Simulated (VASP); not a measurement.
Band structure of Na2S (antifluorite). Computed with TPSS meta-GGA, VASP's PBE PAW potentials (set 64) (plane waves; VASP 6.6.1).

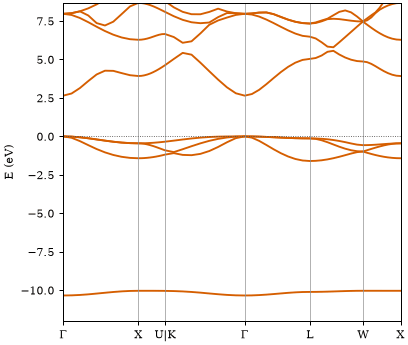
*Bands along high-symmetry lines, zero at the valence-band maximum or, without a gap, the Fermi level*

### Question
Read the plot: is there a gap, and where are the band edges?

### Answer
The gap is direct, 2.65 eV, from the valence maximum at Γ to the conduction minimum at Γ.

The compound is Na2S in the antifluorite structure. It was relaxed first.
